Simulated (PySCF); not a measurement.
System (SMILES): S (H2S).
Geometry (B3LYP-D3(BJ)/def2-TZVP, fixed):
```xyz
3

S      0.0018     0.0003     0.1031
H     -0.0075     0.9678    -0.8277
H     -0.0219    -0.9726    -0.8218
```
Charge 0, spin multiplicity 1.

Basis-set convergence of the lowest singlet excitation energy at PBE0 with PySCF. Tamm-Dancoff approximation; the state is taken by its order, and sets in which it differs in degeneracy or brightness are left out, yet its character can still change. All functions are spherical. Density fitting with generated auxiliary sets. No added dispersion term, no relativity. Reference: the value in aug-pcseg-3, 5.967 eV, itself unsure by roughly 0.011 eV (its mean distance from aug-cc-pV(Q+d)Z, aug-pcseg-2, aug-cc-pV(T+d)Z). Deviations are taken from unrounded values. Cost is core time over that of aug-pcseg-2, rough, on shared machines of one kind; a dash marks a row that isn't timed (too short, read off another run, short of memory, by another algorithm or on other hardware).

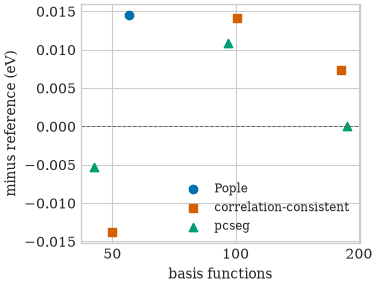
*Deviation from the reference against the number of basis functions, by family of sets.*

```json
[
 {"basis": "aug-pcseg-1", "functions": "45", "lowest singlet excitation energy (eV)": "5.962", "minus reference (eV)": "-0.005", "cost": "-"},
 {"basis": "aug-cc-pV(D+d)Z", "functions": "50", "lowest singlet excitation energy (eV)": "5.953", "minus reference (eV)": "-0.014", "cost": "0.3×"},
 {"basis": "6-311++G(2d,2p)", "functions": "55", "lowest singlet excitation energy (eV)": "5.982", "minus reference (eV)": "0.015", "cost": "0.3×"},
 {"basis": "aug-pcseg-2", "functions": "96", "lowest singlet excitation energy (eV)": "5.978", "minus reference (eV)": "0.011", "cost": "1×"},
 {"basis": "aug-cc-pV(T+d)Z", "functions": "101", "lowest singlet excitation energy (eV)": "5.981", "minus reference (eV)": "0.014", "cost": "0.9×"},
 {"basis": "aug-cc-pV(Q+d)Z", "functions": "181", "lowest singlet excitation energy (eV)": "5.975", "minus reference (eV)": "0.007", "cost": "4×"},
 {"basis": "aug-pcseg-3", "functions": "187", "lowest singlet excitation energy (eV)": "5.967", "minus reference (eV)": "0.000", "cost": "5×"}
]
```
